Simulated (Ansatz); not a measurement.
# ClFO₂W: small, medium and large basis sets

Aim: see how fast density functionals converge with the basis set for ClFO₂W.

Program: Ansatz 0.2.0, Gaussian basis. Level of theory: one geometry, several basis sets. These are calculated values, not measurements.

Plan: PBE0-D4/def2-SVP; ωB97M-V/def2-SVP; PBE0-D4/def2-QZVPP; ωB97M-V/def2-QZVPP; the functionals' def2-TZVPP values are taken from earlier runs.

## (1) The relaxed structure

All runs share one geometry, relaxed beforehand with PBE0-D4 in a triple-zeta def2 set. W takes the def2 core potential; no spin-orbit term is included.

SMILES `[O]=[W](=[O])([F])[Cl]`, 5 atoms, charge 0, spin multiplicity 1.

Atoms are counted from 1 here; the program's logs count them from 0.

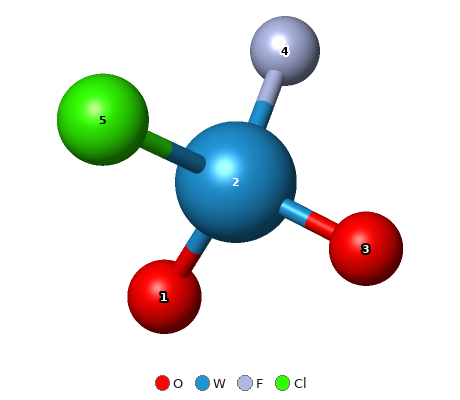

The geometry (oxygen red, tungsten blue, fluorine light blue, chlorine green); atoms are numbered from 1 in the order of the file.

## (2) PBE0-D4 in def2-SVP

Contents of in.yaml:

```yaml
crystal:
  periodic: [false, false, false]
  atoms:
    - {symbol: O, position_ang: [-0.515645, -0.648381, 1.504548]}
    - {symbol: W, position_ang: [0.030321, -0.097244, 0.000439]}
    - {symbol: O, position_ang: [1.715128, -0.257150, 0.005784]}
    - {symbol: F, position_ang: [-0.683860, -1.154599, -1.338560]}
    - {symbol: Cl, position_ang: [-0.496045, 2.083675, -0.213710]}
basis:
  gaussian: {orbitals: def2-SVP}
hamiltonian: {xc: pbe0, dispersion: d4}
output: {orbitals: {seedname: orbitals}}
```

Started as:

```sh
> ansatz run in.yaml --threads 4 --pin off --events-out ev --progress --plain --max-ram 10444MiB
```

The log of the run:

```text
Functional definition: PBE0
  name "PBE0"
  cite "Adamo & Barone, J. Chem. Phys. 110, 6158 (1999) doi:10.1063/1.478522"
  cite "Perdew, Burke & Ernzerhof, Phys. Rev. Lett. 77, 3865 (1996) doi:10.1103/PhysRevLett.77.3865"
  parent pbe
  parameter a = 0.25
  parameter kappa = 0.804
  parameter beta = 0.06672455060314922
  exchange = (1 - a)*pbe_x(kappa = kappa, mu = beta*pi^2/3) + a*exact_x
  correlation = pbe_c(beta = beta)
853 factors; integrals over basis functions are off by at most 8.7e-4 eV
mean field evaluation 1: about -21128.5069 eV, gradient 9.2e1 eV
mean field evaluation 2: about -20932.5768 eV, gradient 3.0e2 eV
mean field evaluation 4: about -21143.1023 eV, gradient 2.4e1 eV
mean field evaluation 8: about -21144.1799 eV, gradient 1.4e0 eV
mean field evaluation 16: about -21144.1841 eV, gradient 2.1e-4 eV
mean field -21144.18411866 eV, -777.0344343181 hartree, gradient 6.0e-5 eV, S^2 0.000000; 0 other end points of the search recorded, 0 dependent functions left out
reference -21144.18416629 eV, -777.0344360683 hartree; 28, 28 occupied and 64, 64 virtual orbitals, 853 factors
Total energy: -21144.30641867 eV, -777.0389287606 hartree
```

Wall time 1.1 s (4 threads of AMD EPYC 7B13, shared host).

## (3) ωB97M-V in def2-SVP

in.yaml, as its differences from that of step 2:

```diff
@@ -10,3 +10,3 @@
   gaussian: {orbitals: def2-SVP}
-hamiltonian: {xc: pbe0, dispersion: d4}
+hamiltonian: {xc: {name: wB97M-V}}
 output: {orbitals: {seedname: orbitals}}
```

Same command.

The log of the run, shortened:

```text
Functional definition: wB97M-V
  name "wB97M-V"
  cite "Mardirossian & Head-Gordon, J. Chem. Phys. 144, 214110 (2016) doi:10.1063/1.4952647"
  cite "Becke, J. Chem. Phys. 107, 8554 (1997) doi:10.1063/1.475007"
  cite "Vydrov & Van Voorhis, J. Chem. Phys. 133, 244103 (2010) doi:10.1063/1.3521275"
  # Of w^i u^j: cxij and so on, Table III.
[...]
  gx(w, u) = 1 - cx + cx01*u + cx10*w
  gss(w, u) = css00 + css04*u^4 + css10*w + css20*w^2 + css43*w^4*u^3
  gos(w, u) = cos00 + cos10*w + (cos20 + cos21*u)*w^2 + (cos60 + cos61*u)*w^6
[...]
      + integral(e_c_pw_mod_opposite_spin*gos(b97_w_opposite, b97_u_opposite)) + vv10(b, c)
853 factors; integrals over basis functions are off by at most 8.7e-4 eV
171 factors; integrals over basis functions are off by at most 3.3e-4 eV
[...]
mean field -21150.47999796 eV, -777.2658036149 hartree, gradient 5.0e-5 eV, S^2 0.000000; 0 other end points of the search recorded, 0 dependent functions left out
reference -21150.48007246 eV, -777.2658063527 hartree; 28, 28 occupied and 64, 64 virtual orbitals, 853 factors
Total energy: -21150.48007246 eV, -777.2658063527 hartree
```

Run time: 4 s. Hardware: 4 threads of AMD EPYC 7B13, shared host; peak memory 0.3 GiB.

## (4) PBE0-D4 in def2-QZVPP

in.yaml, as its differences from that of step 3:

```diff
@@ -9,4 +9,4 @@
 basis:
-  gaussian: {orbitals: def2-SVP}
-hamiltonian: {xc: {name: wB97M-V}}
+  gaussian: {orbitals: "def2-QZVPP.json"}
+hamiltonian: {xc: pbe0, dispersion: d4}
 output: {orbitals: {seedname: orbitals}}
```

Launched as before.

The log of the run:

```text
Functional definition: PBE0
  name "PBE0"
  cite "Adamo & Barone, J. Chem. Phys. 110, 6158 (1999) doi:10.1063/1.478522"
  cite "Perdew, Burke & Ernzerhof, Phys. Rev. Lett. 77, 3865 (1996) doi:10.1103/PhysRevLett.77.3865"
  parent pbe
  parameter a = 0.25
  parameter kappa = 0.804
  parameter beta = 0.06672455060314922
  exchange = (1 - a)*pbe_x(kappa = kappa, mu = beta*pi^2/3) + a*exact_x
  correlation = pbe_c(beta = beta)
1383 factors; their error is unknown
mean field evaluation 1: about -21141.7220 eV, gradient 1.0e2 eV
mean field evaluation 2: about -20928.7384 eV, gradient 3.4e2 eV
mean field evaluation 4: about -21157.1211 eV, gradient 3.0e1 eV
mean field evaluation 8: about -21158.3762 eV, gradient 2.6e-1 eV
mean field evaluation 16: about -21158.4094 eV, gradient 1.4e-4 eV
mean field -21158.40940308 eV, -777.5572038783 hartree, gradient 3.6e-5 eV, S^2 0.000000; 0 other end points of the search recorded, 0 dependent functions left out
reference -21158.40943351 eV, -777.5572049967 hartree; 28, 28 occupied and 294, 294 virtual orbitals, 1383 factors
Total energy: -21158.53168590 eV, -777.5616976890 hartree
```

It took 4.7 s on 4 threads of AMD EPYC 7B13, shared host; peak memory 0.93 GiB.

## (5) ωB97M-V in def2-QZVPP

in.yaml, as its differences from that of step 4:

```diff
@@ -10,3 +10,3 @@
   gaussian: {orbitals: "def2-QZVPP.json"}
-hamiltonian: {xc: pbe0, dispersion: d4}
+hamiltonian: {xc: {name: wB97M-V}}
 output: {orbitals: {seedname: orbitals}}
```

The command is unchanged.

The log of the run, shortened:

```text
Functional definition: wB97M-V
  name "wB97M-V"
  cite "Mardirossian & Head-Gordon, J. Chem. Phys. 144, 214110 (2016) doi:10.1063/1.4952647"
  cite "Becke, J. Chem. Phys. 107, 8554 (1997) doi:10.1063/1.475007"
  cite "Vydrov & Van Voorhis, J. Chem. Phys. 133, 244103 (2010) doi:10.1063/1.3521275"
  # Of w^i u^j: cxij and so on, Table III.
[...]
  gx(w, u) = 1 - cx + cx01*u + cx10*w
  gss(w, u) = css00 + css04*u^4 + css10*w + css20*w^2 + css43*w^4*u^3
  gos(w, u) = cos00 + cos10*w + (cos20 + cos21*u)*w^2 + (cos60 + cos61*u)*w^6
[...]
      + integral(e_c_pw_mod_opposite_spin*gos(b97_w_opposite, b97_u_opposite)) + vv10(b, c)
1327 factors; their error is unknown
233 factors; integrals over basis functions are off by at most 4.0e-5 eV
[...]
mean field -21164.81668034 eV, -777.7926669746 hartree, gradient 1.7e-5 eV, S^2 0.000000; 0 other end points of the search recorded, 0 dependent functions left out
reference -21164.81672925 eV, -777.7926687720 hartree; 28, 28 occupied and 294, 294 virtual orbitals, 1327 factors
Total energy: -21164.81672925 eV, -777.7926687720 hartree
```

Run time: 12 s. Hardware: 4 threads of AMD EPYC 7B13, shared host; peak memory 1.1 GiB.

## (6) Density functionals: the series

The def2-TZVPP values come from earlier runs at the same geometry.

```csv
functional,basis,functions,energy (eV),from the largest (eV),HOMO (eV),LUMO (eV)
PBE0-D4,def2-SVP,92,-21144.3064,14.225,-9.79,-2.90
PBE0-D4,def2-TZVPP,191,-21157.7810,0.751,-9.75,-2.94
PBE0-D4,def2-QZVPP,322,-21158.5317,0.000,-9.76,-2.96
ωB97M-V,def2-SVP,92,-21150.4801,14.337,-12.12,-0.74
ωB97M-V,def2-TZVPP,191,-21164.1109,0.706,-12.09,-0.80
ωB97M-V,def2-QZVPP,322,-21164.8167,0.000,-12.11,-0.83
```

## (7) What came out

| quantity | value |
| --- | --- |
| PBE0-D4: double and triple zeta above quadruple | 14.23, 0.75 eV |
| ωB97M-V: double and triple zeta above quadruple | 14.34, 0.71 eV |

What this shows: For PBE0-D4 the step from double to triple zeta gains 13.47 eV and the next only 0.75 eV. Total energies overstate the basis error of differences, where much of it tends to cancel.

For PBE0-D4 the largest set took about 4 times as long as the smallest (4.7 s against 1.1 s).
